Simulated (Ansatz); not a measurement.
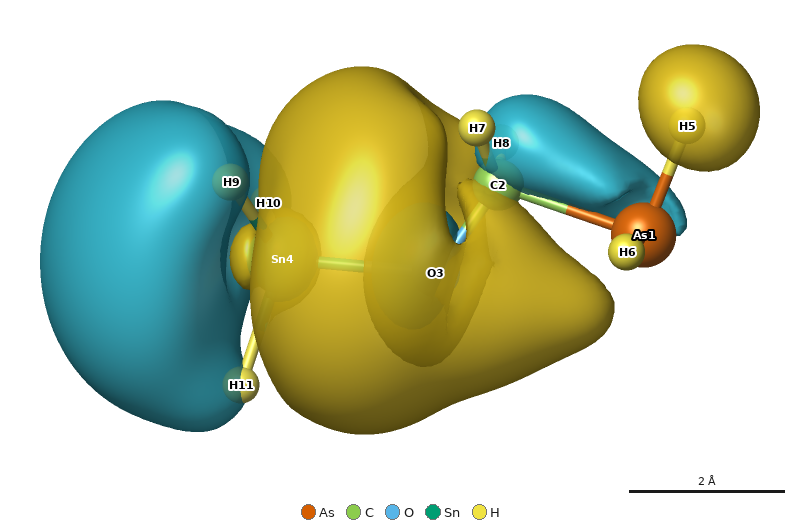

Figure 1: CH$_{7}$AsOSn (SMILES [AsH2]C[O][SnH3]). One frontier orbital at ±0.05 Å⁻³ᐟ² (yellow and cyan are the two phases), seen at an oblique angle.

Core potentials replace the inner electrons of Sn.

All numbers below come from Ansatz 0.2.0, RKS PBE/def2-SVP.

```xyz
11

As   -0.8865    2.4356    0.1907
C     0.2259    0.7507    0.1701
O    -0.6814   -0.3174    0.0976
Sn    0.0078   -2.2255    0.1189
H     0.3259    3.3709   -0.0284
H    -1.1704    2.3968   -1.3243
H     0.9424    0.7901   -0.6849
H     0.8283    0.7676    1.1130
H     1.0331   -2.4288   -1.2624
H     0.8837   -2.4526    1.5961
H    -1.4434   -3.1444    0.0343
```

> Which orbital is it: HOMO or LUMO?

The LUMO, at −1.35 eV. By Hirshfeld shares it lies mainly on Sn4 (about 55 %) and O3 (about 15 %).
